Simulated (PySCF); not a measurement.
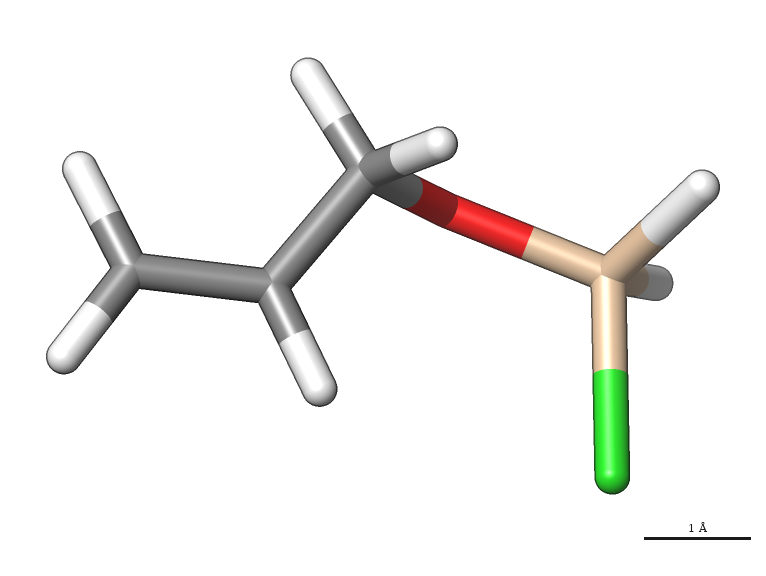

Stick drawing of a structure. Every bond is drawn as one stick, whatever its order. Colours: carbon grey, oxygen red, silicon light orange, chlorine green, hydrogen white.

Question: Which formula does it have?

Answer: C3H7ClOSi, 13 atoms: 3 carbon, 7 hydrogen, 1 chlorine, 1 oxygen and 1 silicon.

Question: What is the point group of this geometry?

Answer: C1.

Question: Count the bonded pairs by element.

Answer: 5 C–H, 2 C–C, 2 Si–H, 1 C–O, 1 O–Si, 1 Cl–Si.

Question: Name some functional groups or characteristic bonds that it holds.

Answer: Among them: alkene, Si–H bond, Si–O bond.

Question: Write the SMILES.

Answer: C=CCO[SiH2]Cl

More results for the same structure follow; atom numbers are the same in all pictures, views and colours differ. The geometry was computed by an optimisation with PBE0-D3(BJ)/def2-SVP. No frequency run is at hand to confirm it as a minimum.

## Geometry

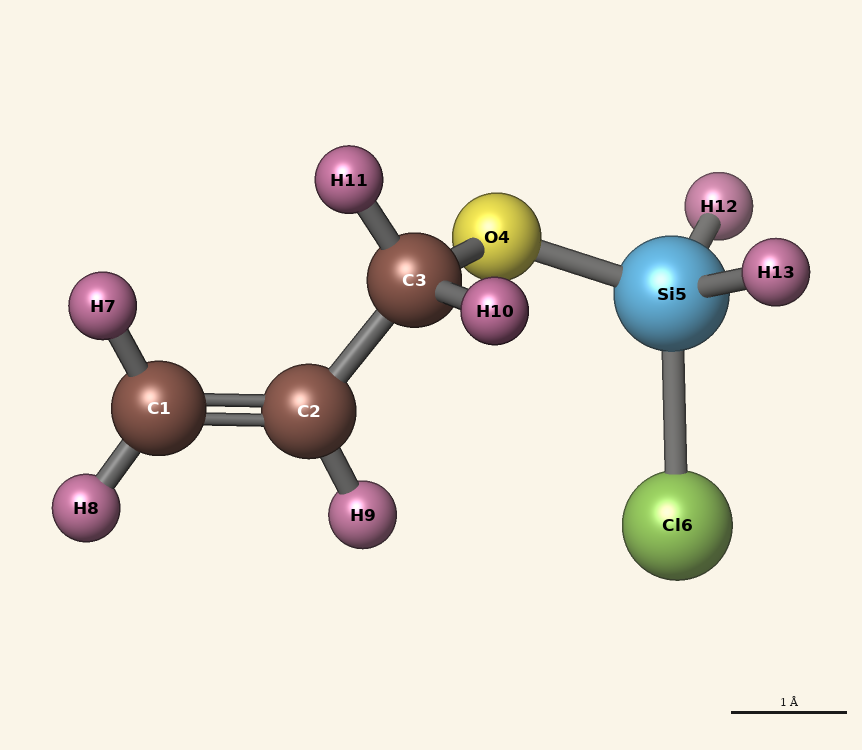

Atoms carry their numbers in the input. No frequency run is at hand to confirm it as a minimum.

Give these bond angles: C1–C2–H9, C2–C1–H7, C2–C1–H8, C2–C3–O4, C2–C3–H10, C2–C3–H11, C3–C2–H9, O4–C3–H10, O4–C3–H11, O4–Si5–H12, Cl6–Si5–H12, Cl6–Si5–H13.

```
      angle  degrees
   C1–C2–H9    120.3
   C2–C1–H7    121.4
   C2–C1–H8    121.6
   C2–C3–O4    111.7
  C2–C3–H10    109.6
  C2–C3–H11    110.2
   C3–C2–H9    115.7
  O4–C3–H10    110.3
  O4–C3–H11    107.9
 O4–Si5–H12    106.8
Cl6–Si5–H12    108.6
Cl6–Si5–H13    106.2
```

## Dipole moment

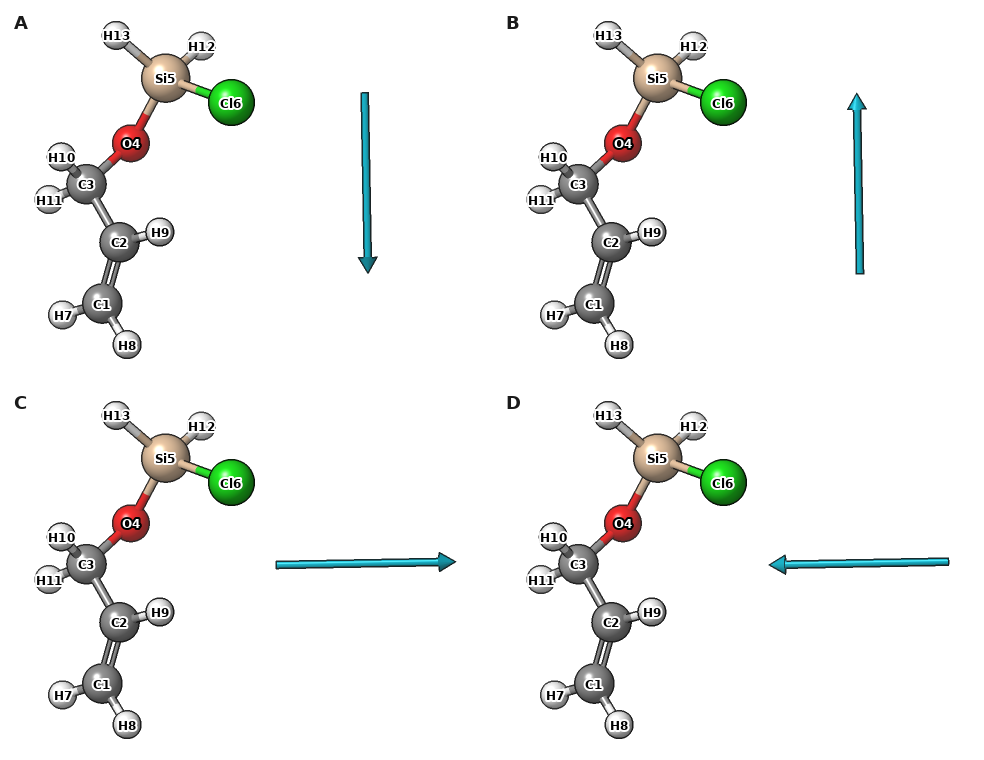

The same molecule four times, each with an arrow. No frequency run is at hand to confirm it as a minimum. Method: LC-wPBE/pcSseg-1, gas phase (PySCF 2.14.0).

Question: Which arrow points along the dipole moment, from the negative to the positive end?

Answer: D. The dipole moment is 1.85 D; it points from the side of Cl6 to the side of H11 (the outermost atoms at the two ends).

## NMR shielding

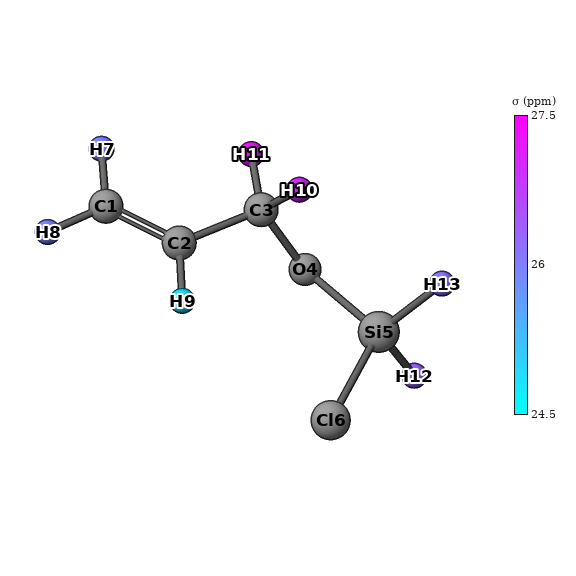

Atoms are coloured by their isotropic NMR shieldings (H only, the others grey). No frequency run is at hand to confirm it as a minimum. Method: GIAO B97-2/pcSseg-1 NMR shielding, non-relativistic, gas phase (PySCF 2.14.0).

List the isotropic NMR shieldings of the H atoms.

| atom | σ (ppm) |
| --- | --- |
| H7 | 25.96 |
| H8 | 26.01 |
| H9 | 24.93 |
| H10 | 26.99 |
| H11 | 27.21 |
| H12 | 26.28 |
| H13 | 26.10 |

## Core levels

No frequency run is at hand to confirm it as a minimum. Properties computed with delta-SCF UKS SCAN, pcX-1 on the ionised atom, pcseg-1 elsewhere, spin-free X2C (PySCF 2.14.0).

Give the core-electron binding energies (to vacuum; p and d levels without spin–orbit splitting) of C1 1s, C2 1s, C3 1s, O4 1s, Si5 1s, Si5 2p, Cl6 1s, Cl6 2p.

```
atom  level  binding energy (eV)
  C1     1s                290.6
  C2     1s                290.8
  C3     1s                292.7
  O4     1s                538.4
 Si5     1s               1848.5
 Si5     2p                108.8
 Cl6     1s               2828.6
 Cl6     2p                206.6
```

## Bond orders

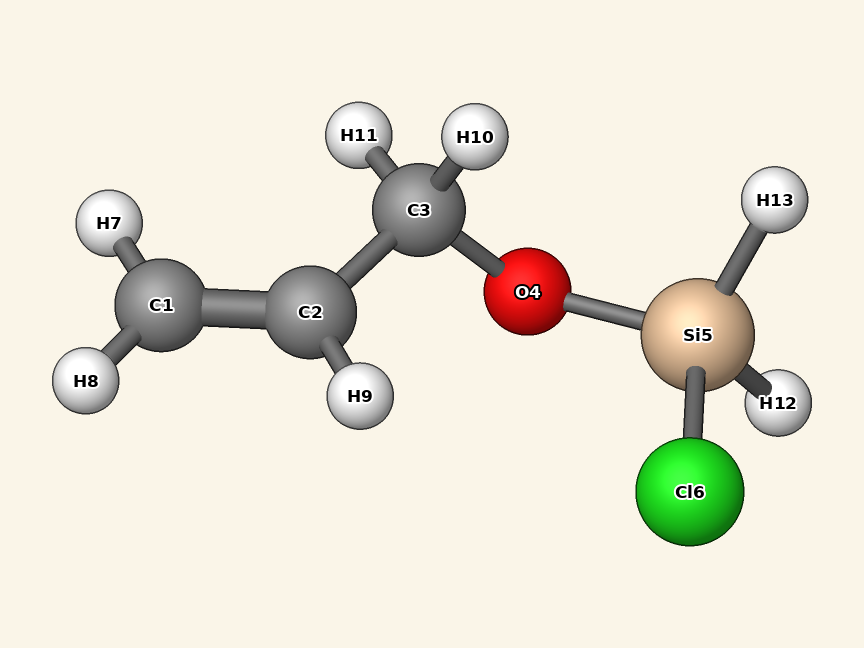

The thickness of each stick grows with its Mayer bond order. No frequency run is at hand to confirm it as a minimum. Computed with PBE0/6-31G (PySCF 2.14.0).

List the Mayer bond orders of C1–C2, C1–H7, C1–H8, C2–C3, C2–H9, C3–O4, C3–H10, C3–H11, O4–Si5, Si5–Cl6, Si5–H12, Si5–H13.

| bond | Mayer order | length (Å) |
| --- | --- | --- |
| C1–C2 | 1.94 | 1.332 |
| C1–H7 | 0.94 | 1.095 |
| C1–H8 | 0.94 | 1.093 |
| C2–C3 | 0.95 | 1.496 |
| C2–H9 | 0.92 | 1.096 |
| C3–O4 | 0.78 | 1.415 |
| C3–H10 | 0.91 | 1.109 |
| C3–H11 | 0.93 | 1.102 |
| O4–Si5 | 0.82 | 1.648 |
| Si5–Cl6 | 0.83 | 2.074 |
| Si5–H12 | 0.91 | 1.480 |
| Si5–H13 | 0.87 | 1.490 |
